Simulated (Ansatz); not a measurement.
```yaml
atoms:
  - { symbol: Si, position_ang: [-0.2218, -0.2463, 0.7671] }
  - { symbol: O, position_ang: [0.4483, 0.5831, -0.8767] }
  - { symbol: O, position_ang: [0.4993, -1.5831, 0.5485] }
  - { symbol: H, position_ang: [0.9270, -0.2430, -1.1026] }
  - { symbol: H, position_ang: [-1.6757, -0.0444, 0.4894] }
  - { symbol: H, position_ang: [0.2307, 0.7823, 1.7398] }
  - { symbol: H, position_ang: [-0.2078, 0.7513, -1.5655] }
```

The product side of a reaction path; geometry: PBE0-D4/def2-TZVP.

The calculation used RKS PBE0-D4/def2-TZVPP in Ansatz 0.2.0.

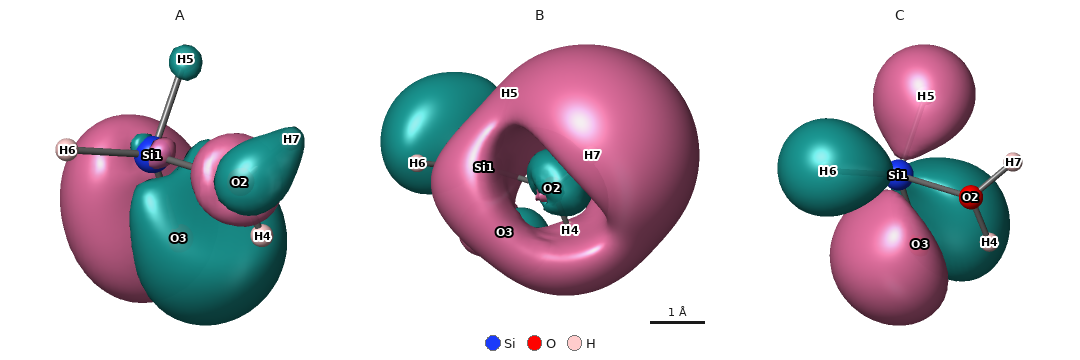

H$_{4}$O$_{2}$Si. Three frontier orbitals at ±0.08 Å⁻³ᐟ² (teal and pink are the two phases), in no order.

Order the three orbitals by energy and name them.

A is the HOMO−1 (−7.70 eV). By Hirshfeld shares it lies mainly on O3 (about 75 %) and Si1 (about 15 %); largely a lone pair of O3. C is the HOMO (−7.22 eV). It lies mainly on O3 (about 70 %), Si1 (about 15 %), H6 (about 5 %) and H5 (about 5 %). B is the LUMO (−0.54 eV). It lies mainly on H7 (about 35 %), Si1 (about 25 %), O2 (about 20 %) and H4 (about 10 %).

What is the HOMO–LUMO gap?

6.68 eV between the orbital energies.
